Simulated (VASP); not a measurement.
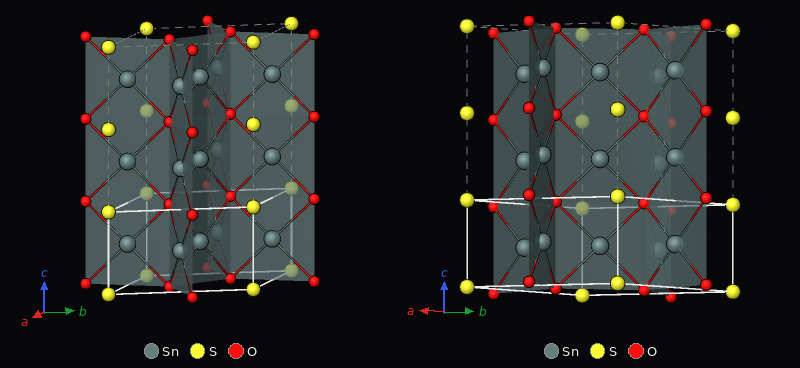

Polyhedra are drawn about Sn (bonds: O–Sn below 2.9 Å); other atoms are plain spheres. Two views of the same piece.

The compound is Sn3SO2 (space group P6/mmm, No. 191), taken as a model structure set up as the input of an electronic-structure calculation (not necessarily at equilibrium).

Q: What figure surrounds each Sn atom, and what does it share with the other drawn polyhedra?

A: Sn: SnO4 square, sharing edges with six neighbours and corners with eight neighbours.

Q: How do these polyhedra hang together as a whole?

A: They form a three-dimensional framework of corner- and edge-sharing squares.
